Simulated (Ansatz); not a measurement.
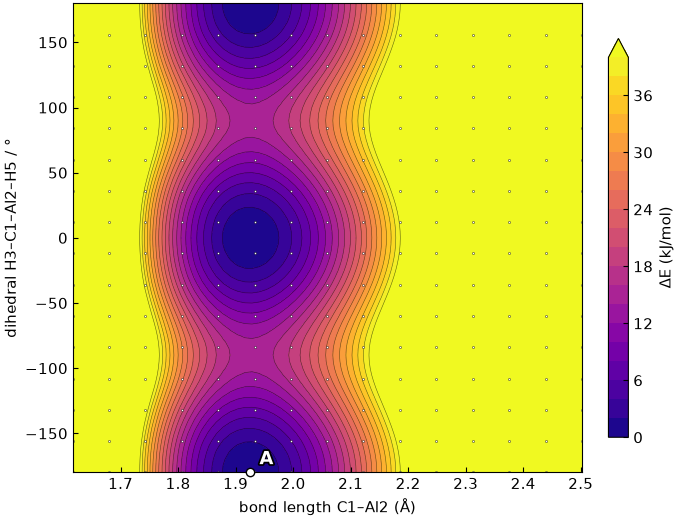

CH4Al, SMILES [CH2][AlH2], spin multiplicity 2. 
- The first coordinate is: bond length C1–Al2; the second: dihedral H3–C1–Al2–H5.
- Nothing is relaxed (all other coordinates rigid).
- Grid: 15 × 15 points; 120 points were computed and 105 follow by symmetry.
- All energies are given in kJ/mol relative to the relaxed molecule at the same level.
- Theory: UKS PBE0-D4/def2-TZVP in Ansatz 0.2.0.

The picture shows filled contours, dots at the grid points, one colour for all values above the top of the scale, the well A. Between grid points the surface is interpolated.

> Where is the minimum, and how stiff is the well along each coordinate? Take the well at A.

The interpolated minimum is at bond length C1–Al2 ≈ 1.924 Å, dihedral H3–C1–Al2–H5 ≈ −180°. The curvatures there are about 17 eV/Å² and 0.25 eV/rad², with a cross term of about 0 eV/(Å·rad). Round the minimum the two coordinates are nearly uncoupled. (1 eV is 96.5 kJ/mol.)
